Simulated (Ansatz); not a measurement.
**Profile along the Eu–Eu line in Eu (bcc, W type)**

Eu (bcc, W type)

```xyz
1
Lattice="-2.1925 2.1925 2.1925 2.1925 -2.1925 2.1925 2.1925 2.1925 -2.1925" Properties=species:S:1:pos:R:3 pbc="T T T"
Eu     0.0000     0.0000     0.0000
```

Fields along a shortest Eu–Eu line of a {211} plane (3.80 Å), from Eu to Eu, interpolated on the slice's grid (step about 0.3 Å). Computed with PBE (plane waves to 420 eV, PAW, scalar-relativistic; Ansatz, a first-principles code). k mesh 15×15×15. Inside the PAW spheres the values are not all-electron values, and peaks at nuclei hang on which shells count as valence. Eu was relaxed with its symmetry unable to fall. Relaxed Eu ends ferromagnetic. The relaxed volume of Eu is well below the measured one. Other magnetic orders were not checked, so this need not be the ground state. The f-shell state is unchecked: a lower one may exist.

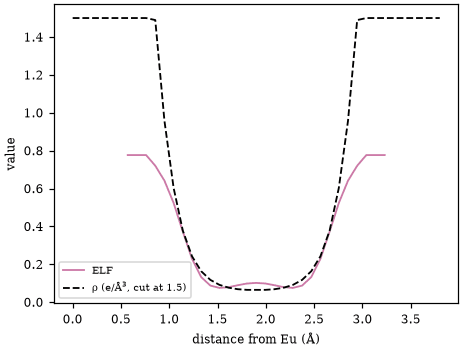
*ELF (away from the nuclei) and valence density from Eu to Eu.*

Density on the Eu–Eu line (3.80 Å) at its midpoint: 0.06 e/Å³. ELF at that point: 0.1.
